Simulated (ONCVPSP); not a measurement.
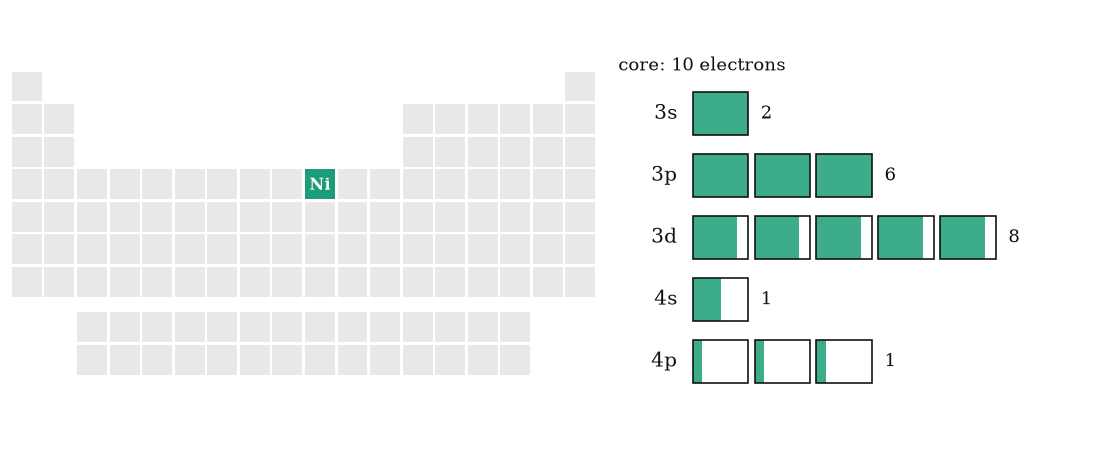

Fig. 1: Left, the place of nickel in the periodic table; right, the valence shells of the reference configuration: a box for each of the 2l + 1 orbitals, shaded by the share of the shell that is filled, with the electron count at the right.

## Pseudopotential generation for Ni

- system: nickel (Ni, Z = 28), core [Ne], reference valence 3s2 3p6 3d8 4s1 4p1, valence charge 18.
- method: ONCV potential, PBE, scalar-relativistic, made with ONCVPSP 4.0.1

### The input
```
# ATOM AND REFERENCE CONFIGURATION
# atsym  z   nc   nv     iexc    psfile
  Ni 28.00    3    5        4      upf
#
#   n    l    f
    1    0    2.00
    2    0    2.00
    2    1    6.00
    3    0    2.00
    3    1    6.00
    3    2    8.00
    4    0    1.00
    4    1    1.00
#
# PSEUDOPOTENTIAL AND OPTIMIZATION
# lmax
    2
#
#   l,   rc,      ep,       ncon, nbas, qcut
    0    1.25    0.00    4    8    8.60
    1    1.35    0.00    4    9    8.20
    2    1.65    0.00    3    8    8.30
#
# LOCAL POTENTIAL
# lloc, lpopt,  rc(5),   dvloc0
    4    5    0.85    0.00
#
# VANDERBILT-KLEINMAN-BYLANDER PROJECTORs
# l, nproj, debl
    0    2    2.30
    1    2    3.30
    2    2    3.20
#
# MODEL CORE CHARGE
# icmod, fcfact, rcfact
    0    0.00    0.00
#
# LOG DERIVATIVE ANALYSIS
# epsh1, epsh2, depsh
   -6.00    5.00    0.04
#
# OUTPUT GRID
# rlmax, drl
    6.00    0.01
#
# TEST CONFIGURATIONS
# ncnf
    4
# nvcnf
#   n    l    f
    5
    3    0    2.00
    3    1    6.00
    3    2    8.00
    4    0    2.00
    4    1    0.00
#
    5
    3    0    2.00
    3    1    6.00
    3    2    8.00
    4    0    1.00
    4    1    0.00
#
    5
    3    0    2.00
    3    1    6.00
    3    2    8.00
    4    0    0.00
    4    1    0.00
#
    5
    3    0    2.00
    3    1    6.00
    3    2    8.00
    4    0    0.00
    4    1    1.00
#
```

Launched with:
```bash
oncvpsp.x < Ni.dat > Ni.out
```

### Log (extracts)
```
ONCVPSP  (Optimized Norm-Conservinng Vanderbilt PSeudopotential)
scalar-relativistic version 4.0.1

#   n    l    f        energy (Ha)
    1    0    2.00    -3.0186620E+02
    2    0    2.00    -3.6150870E+01
    2    1    6.00    -3.1110979E+01
    3    0    2.00    -4.1542889E+00
    3    1    6.00    -2.6966055E+00
    3    2    8.00    -3.9729886E-01
    4    0    1.00    -2.5293995E-01
    4    1    1.00    -7.7730036E-02

Reference configufation results
  iterations    32
  all-electron total energy (Ha)   -1.52036827D+03

Begin loop to  construct optimized pseudo wave functions
and semi-local pseudopoentials for all angular momenta

Calculating optimized projector #   1

 for l=   0

    Fraction of norm inside rc  0.948751
    Optimizing pswf for qcut=   8.61 a_B^-1,  ecut=  37.06 Ha
    Residual kinetic energy error=  3.26D-05 Ha

    Energy error per electron        Cutoff
         Ha          eV             Ha
         0.01000     0.27211       11.52
         0.00100     0.02721       26.75
         0.00010     0.00272       33.64
         0.00001     0.00027       81.89

Calculating optimized projector #   2

 for l=   0

    Fraction of norm inside rc  0.042521
    Optimizing pswf for qcut=   8.61 a_B^-1,  ecut=  37.06 Ha
    Residual kinetic energy error=  2.65D-05 Ha

    Energy error per electron        Cutoff
         Ha          eV             Ha
         0.01000     0.27211        8.57
         0.00100     0.02721       22.96
         0.00010     0.00272       32.63
         0.00001     0.00027       53.64

Calculating optimized projector #   1

 for l=   1

    Fraction of norm inside rc  0.944817
    Optimizing pswf for qcut=   8.21 a_B^-1,  ecut=  33.73 Ha
    Residual kinetic energy error=  2.75D-04 Ha

    Energy error per electron        Cutoff
         Ha          eV             Ha
         0.01000     0.27211       25.43
         0.00100     0.02721       30.65
         0.00010     0.00272       61.55
         0.00001     0.00027      147.97

Calculating optimized projector #   2

 for l=   1

    Fraction of norm inside rc  0.018378
    Optimizing pswf for qcut=   8.21 a_B^-1,  ecut=  33.73 Ha
    Residual kinetic energy error=  2.79D-05 Ha

    Energy error per electron        Cutoff
         Ha          eV             Ha
         0.01000     0.27211       16.95
         0.00100     0.02721       24.74
         0.00010     0.00272       30.71
         0.00001     0.00027       40.10

   Wellstate for l =  2  n =  5
     eigenvalue =   2.8027
     asymptotic potential =   3.3027
     half-point radius =  2.9432

Calculating optimized projector #   1

 for l=   2

    Fraction of norm inside rc  0.879434
    Optimizing pswf for qcut=   8.29 a_B^-1,  ecut=  34.40 Ha
    Residual kinetic energy error=  7.48D-05 Ha

    Energy error per electron        Cutoff
         Ha          eV             Ha
         0.01000     0.27211       26.01
         0.00100     0.02721       29.99
         0.00010     0.00272       34.73
         0.00001     0.00027      112.99

Calculating optimized projector #   2

 for l=   2

    Fraction of norm inside rc  0.203111
    Optimizing pswf for qcut=   8.29 a_B^-1,  ecut=  34.40 Ha
    Residual kinetic energy error=  9.42D-04 Ha

    Energy error per electron        Cutoff
         Ha          eV             Ha
         0.01000     0.27211       28.98
         0.00100     0.02721       34.79
         0.00010     0.00272      113.81
         0.00001     0.00027      193.64

Construct Vanderbilt / Kleinmman-Bylander projectors

B matrix Hermiticity error, ll=   0
   1   2    4.3465E-04

  Orthonormal projector coefficients  1.3960E+01  2.4938E+00

B matrix Hermiticity error, ll=   1
   1   2    1.6818E-04

  Orthonormal projector coefficients  6.9778E+00 -1.7412E+00

B matrix Hermiticity error, ll=   2
   1   2   -3.0227E-04

  Orthonormal projector coefficients -4.8808E+00 -2.9822E+00

Pseudoatom total energy -160.348499

Diagnostic tests using Vanderbilt-Kleinman-Bylander pseudopotentials
  1 or more projectors used as specified by nproj input data

   l    rcore       rmatch      e in        delta e   norm test  slope test

   0   1.2503915   1.2883561  -4.1542889   0.0000062   1.0002174   1.0002016
   0   1.2503915   1.2883561  -0.2529399   0.0000065   1.0000479   1.0000388

   1   1.3515116   1.3925464  -2.6966055  -0.0000077   1.0001916   1.0001896
   1   1.3515116   1.3925464  -0.0777300   0.0000031   1.0000501   1.0000469

   2   1.6563462   1.7066364  -0.3972989  -0.0000864   0.9999754   0.9998837
   2   1.6563462   1.7066364   2.8027011  -0.0004838   1.0001516   1.0001516

 Testing for bound ghosts
   n   l    E NL Schr. Eq   E Basis Diag.   E Cutoff

   1   0       -4.154283       -4.154281    168.95
   2   0       -0.252933       -0.102846    168.95

   2   1       -2.696613       -2.696607    217.22
   3   1       -0.077727        0.141809    217.22

   3   2       -0.397385       -0.396773    125.80

 Testing for highly-localized positive-energy ghosts
       l    <radius>/rc     E Basis Diag.   E Cutoff

Test configuration 0

   n   l     f        eae           eps        diff
   1   0  2.0000 -301.86620014
   2   0  2.0000  -36.15087028
   2   1  6.0000  -31.11097911
   3   0  2.0000   -4.15428891   -4.15428270    6.21D-06
   3   1  6.0000   -2.69660547   -2.69661321   -7.74D-06
   3   2  8.0000   -0.39729886   -0.39738521   -8.64D-05
   4   0  1.0000   -0.25293995   -0.25293348    6.47D-06
   4   1  1.0000   -0.07773004   -0.07772689    3.15D-06

    Total energies and differences
      AE_ref= -1.52036827D+03  AE_tst= -1.52036827D+03  dif=  0.00D+00
      PS_ref= -1.60348499D+02  PS_tst= -1.60348499D+02  dif= -4.35D-12
      PSP excitation error=  4.35D-12

Test configuration 1

   n   l     f        eae           eps        diff
   1   0  2.0000 -301.79302479
   2   0  2.0000  -36.08165790
   2   1  6.0000  -31.04152425
   3   0  2.0000   -4.08135507   -4.08038690    9.68D-04
   3   1  6.0000   -2.62346029   -2.62278629    6.74D-04
   3   2  8.0000   -0.32611809   -0.32532581    7.92D-04
   4   0  2.0000   -0.20737762   -0.20745166   -7.40D-05

    Total energies and differences
      AE_ref= -1.52036827D+03  AE_tst= -1.52053716D+03  dif= -1.69D-01
      PS_ref= -1.60348499D+02  PS_tst= -1.60517425D+02  dif= -1.69D-01
      PSP excitation error=  2.91D-05

Test configuration 2

   n   l     f        eae           eps        diff
   1   0  2.0000 -302.12970706
   2   0  2.0000  -36.41105929
   2   1  6.0000  -31.37153017
   3   0  2.0000   -4.41610021   -4.41659476   -4.95D-04
   3   1  6.0000   -2.95872329   -2.95902928   -3.06D-04
   3   2  8.0000   -0.65871516   -0.65941656   -7.01D-04
   4   0  1.0000   -0.48450941   -0.48440299    1.06D-04

    Total energies and differences
      AE_ref= -1.52036827D+03  AE_tst= -1.52019455D+03  dif=  1.74D-01
      PS_ref= -1.60348499D+02  PS_tst= -1.60174792D+02  dif=  1.74D-01
      PSP excitation error=  7.35D-06

Test configuration 3

   n   l     f        eae           eps        diff
   1   0  2.0000 -302.52322818
   2   0  2.0000  -36.79354193
   2   1  6.0000  -31.75492161
   3   0  2.0000   -4.80484065   -4.80834100   -3.50D-03
   3   1  6.0000   -3.34774717   -3.35029060   -2.54D-03
   3   2  8.0000   -1.04241554   -1.04570140   -3.29D-03

    Total energies and differences
      AE_ref= -1.52036827D+03  AE_tst= -1.51955692D+03  dif=  8.11D-01
      PS_ref= -1.60348499D+02  PS_tst= -1.59537221D+02  dif=  8.11D-01
      PSP excitation error=  6.74D-05

Test configuration 4

   n   l     f        eae           eps        diff
   1   0  2.0000 -302.19076081
   2   0  2.0000  -36.46852295
   2   1  6.0000  -31.42914470
   3   0  2.0000   -4.47709616   -4.47889725   -1.80D-03
   3   1  6.0000   -3.01975227   -3.02109774   -1.35D-03
   3   2  8.0000   -0.71735470   -0.71908631   -1.73D-03
   4   1  1.0000   -0.30889214   -0.30882313    6.90D-05

    Total energies and differences
      AE_ref= -1.52036827D+03  AE_tst= -1.51998564D+03  dif=  3.83D-01
      PS_ref= -1.60348499D+02  PS_tst= -1.59965885D+02  dif=  3.83D-01
      PSP excitation error=  8.75D-06
```

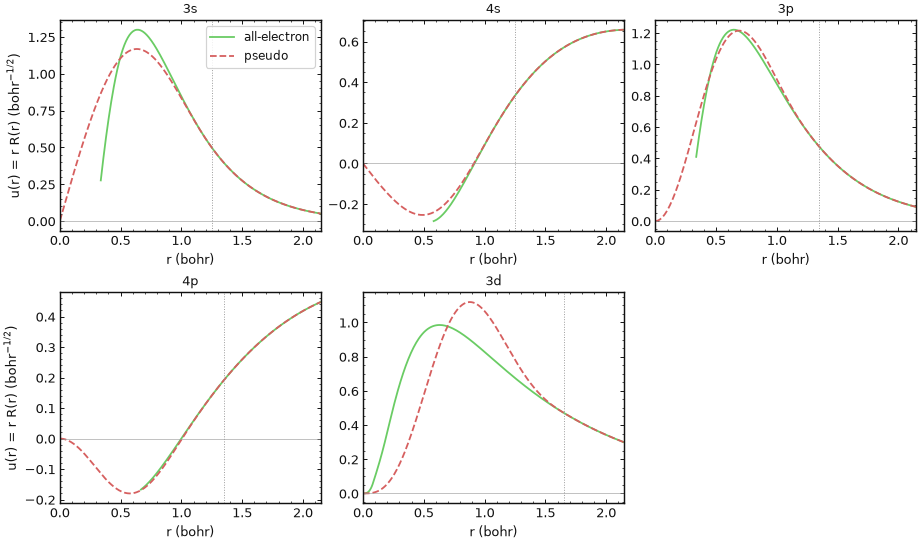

Fig. 2: Pseudo-waves (dashed) against the all-electron radial functions (solid). Dotted lines mark the matching radii. The innermost oscillations of some all-electron curves aren't drawn. Pseudo-waves: 3s has no node; 4s has a node at about 0.9 bohr; 3p has no node; 4p has a node at about 1.0 bohr; 3d has no node. A node in 4s and 4p is expected, since a lower shell of the same l is also in the valence and the two must stay orthogonal.

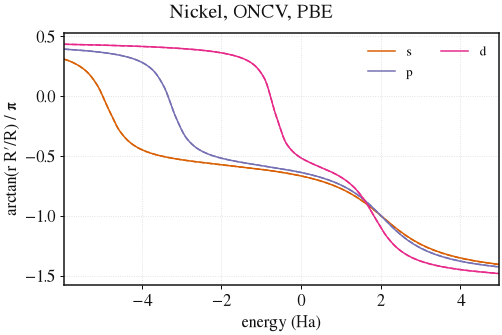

Fig. 3: Unwrapped phase arctan(r R′/R) in units of π against energy, all-electron (solid) and pseudo (dashed); the pseudo phase is matched to the all-electron one at the reference energy. Here R(r) is the radial function. Not drawn: f: not judged.

- Poles, where the radial function vanishes at the test radius: s: all-electron at -3.5 Ha, pseudo at -3.5 Ha; p: all-electron at -2.2 Ha, pseudo at -2.2 Ha; d: all-electron at -0.1 Ha, pseudo at -0.1 Ha.
- Range over which the phases agree within 0.05 rad: s: over the whole range drawn; p: over the whole range drawn; d: over the whole range drawn.

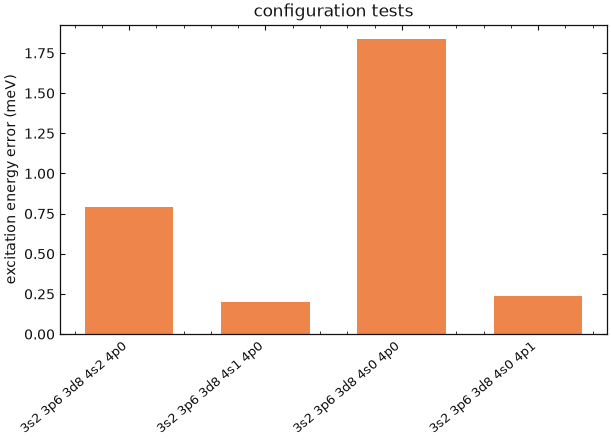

Fig. 4: Errors, all-electron minus pseudo, of the energies of valence configurations relative to the unpolarised reference 3s2 3p6 3d8 4s1 4p1.

- Worst configuration: 3s2 3p6 3d8 4s0 4p0 (charge +2): the error is +1.8 meV on an all-electron energy of +22.08 eV relative to the reference, or 0.0083 %.
- Errors in meV: 3s2 3p6 3d8 4s2 4p0: +0.8; 3s2 3p6 3d8 4s1 4p0: +0.2; 3s2 3p6 3d8 4s0 4p0: +1.8; 3s2 3p6 3d8 4s0 4p1: +0.2.
- Configurations within 10 meV and within 50 meV: 4 and 4 of 4.

### Results in brief

- outcome: generated
- cutoffs needed: 31 Ha and 62 Ha (the cutoffs at which the residual kinetic energy of the hardest occupied pseudo-wave falls to 1 and 0.1 mHa per electron)
- ghost test: no bound ghost flagged; no localised positive-energy state flagged
- largest excitation error: +1.8 meV (all-electron minus pseudo) for 3s2 3p6 3d8 4s0 4p0, out of 4 test configurations
- range over which the phases arctan(r R′/R) at the test radius agree within 0.05 rad (a looser test near the poles than one of phase shifts): s: over the whole range computed; p: over the whole range computed; d: over the whole range computed; f: not judged, local potential alone
- hardware: 1 CPU thread, shared host
- wall time: 3.1 s
